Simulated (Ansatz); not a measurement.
**BSi3H9: one change and its effect**

System: BSi3H9, SMILES B[SiH]([SiH3])[SiH3].
Method of run 1: RKS SPW92 (LDA)/def2-TZVPP (Ansatz 0.2.0).

The geometry comes from this level: PBE0-D4/def2-TZVP. Text and figures count atoms from 1; the logs count them from 0 in places.

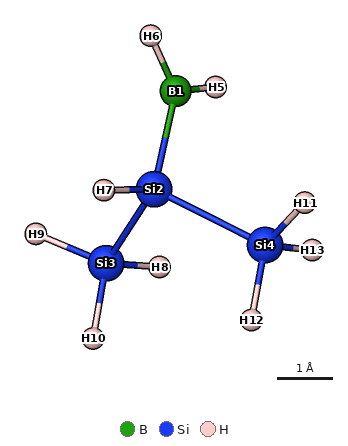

The input geometry (ball-and-stick view, seen at a tilt; atoms are numbered from 1 in the order of the input).

## Input file, run 1
```yaml
crystal:
  periodic: [false, false, false]
  atoms:
    - {symbol: B, position_ang: [-0.295504, 1.876568, -1.032699]}
    - {symbol: Si, position_ang: [0.433114, 0.065839, -0.650436]}
    - {symbol: Si, position_ang: [1.388364, 0.083356, 1.491183]}
    - {symbol: Si, position_ang: [-1.361318, -1.435039, -0.485128]}
    - {symbol: H, position_ang: [-1.095611, 2.344089, -0.275724]}
    - {symbol: H, position_ang: [0.024920, 2.525626, -1.983316]}
    - {symbol: H, position_ang: [1.426614, -0.453675, -1.633842]}
    - {symbol: H, position_ang: [0.356174, 0.493674, 2.480488]}
    - {symbol: H, position_ang: [2.531024, 1.032647, 1.573620]}
    - {symbol: H, position_ang: [1.878011, -1.276811, 1.843251]}
    - {symbol: H, position_ang: [-2.122168, -1.522356, -1.760760]}
    - {symbol: H, position_ang: [-0.860249, -2.792914, -0.140186]}
    - {symbol: H, position_ang: [-2.282871, -0.975605, 0.588249]}
basis:
  gaussian: {orbitals: def2-TZVPP}
hamiltonian: {xc: lda}
output: {orbitals: {seedname: orbitals}}
```

Command:
```bash
ansatz run in.yaml --threads 4 --pin off --events-out ev --progress --plain --max-ram 10444MiB
```

Hardware: 4 threads of Arm Neoverse V2, 23 GiB of memory available, shared host.

## Output (run 1)
```
Functional definition: SPW92
  exchange = slater_x
  correlation = pw_c
1564 factors; their error is unknown
mean field evaluation 1: about -24346.8408 eV, gradient 3.1e1 eV
mean field evaluation 2: about -24346.9623 eV, gradient 3.1e1 eV
mean field evaluation 4: about -24350.5411 eV, gradient 3.3e0 eV
mean field evaluation 8: about -24350.5219 eV, gradient 3.0e-1 eV
mean field evaluation 16: about -24350.5220 eV, gradient 5.2e-5 eV
mean field -24350.52202608 eV, -894.8651790819 hartree, gradient 5.2e-5 eV, S^2 0.000000; 0 other end points of the search recorded, 0 dependent functions left out
reference -24350.52207955 eV, -894.8651810466 hartree; 28, 28 occupied and 255, 255 virtual orbitals, 1564 factors
Total energy: -24350.52207955 eV, -894.8651810466 hartree
```

Run 2 used a changed input.

## The two runs side by side

| quantity | run 1 | run 2 |
| --- | --- | --- |
| outcome | converged | converged |
| total energy (hartree) | −894.865181 | −898.585588 |
| HOMO (eV) | −6.96 | −10.20 |
| LUMO (eV) | −3.70 | −0.41 |
| basis functions | 283 | 283 |
| wall time (shared host) | 1.2 s | 8 s |

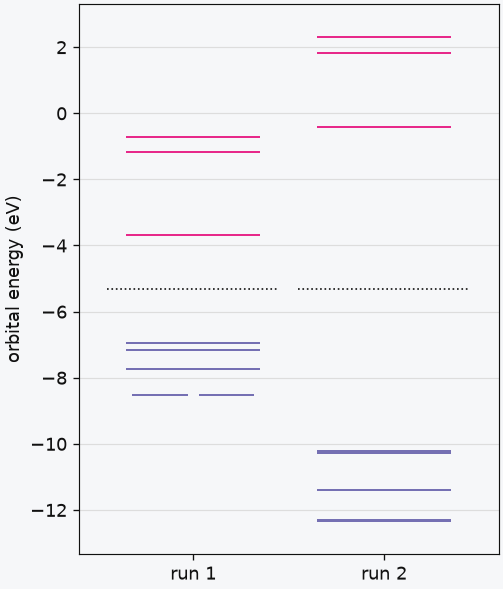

The five highest filled and three lowest empty orbital energies of the two runs; the dotted lines part filled from empty levels. The HOMO–LUMO gap is 3.26 eV in run 1 and 9.79 eV in run 2.

What was changed in the input?

The change (lines with − go, lines with + come):
```diff
-hamiltonian: {xc: lda}
+hamiltonian: {xc: {name: wB97X-V}}
```

The total energies belong to different methods, so their difference says nothing on which is more stable or more accurate. The HOMO goes from −6.96 to −10.20 eV. The LUMO goes from −3.70 to −0.41 eV.

## Output (run 2)
```
Functional definition: wB97X-V
  parameter omega = 0.3/bohr
  parameter cx = 0.167
  parameter cx1 = 0.603
  parameter cx2 = 1.194
  parameter css0 = 0.556
  parameter css1 = -0.257
  parameter cos0 = 1.219
  parameter cos1 = -1.850
  parameter b = 6.0
  parameter c = 0.01
  exchange = spin_sum(e_x_unif_sr(omega)*poly(b97_u_x, 1 - cx, cx1, cx2)) + cx*exact_x_sr(omega) + exact_x_lr(omega)
  correlation = spin_sum(e_c_pw_same_spin*poly(b97_u_same, css0, css1))
      + integral(e_c_pw_opposite_spin*poly(b97_u_opposite, cos0, cos1)) + vv10(b, c)
1573 factors; their error is unknown
391 factors; integrals over basis functions are off by at most 1.1e-5 eV
mean field evaluation 1: about -24450.8373 eV, gradient 1.4e1 eV
mean field evaluation 2: about -24451.6257 eV, gradient 5.0e0 eV
mean field evaluation 4: about -24451.7361 eV, gradient 3.4e-1 eV
mean field evaluation 8: about -24451.7495 eV, gradient 3.7e-2 eV
mean field evaluation 16: about -24451.7595 eV, gradient 2.9e-5 eV
mean field -24451.75951529 eV, -898.5855881891 hartree, gradient 2.9e-5 eV, S^2 0.000000; 0 other end points of the search recorded, 0 dependent functions left out
reference -24451.75951232 eV, -898.5855880799 hartree; 28, 28 occupied and 255, 255 virtual orbitals, 1573 factors
Total energy: -24451.75951232 eV, -898.5855880799 hartree
```
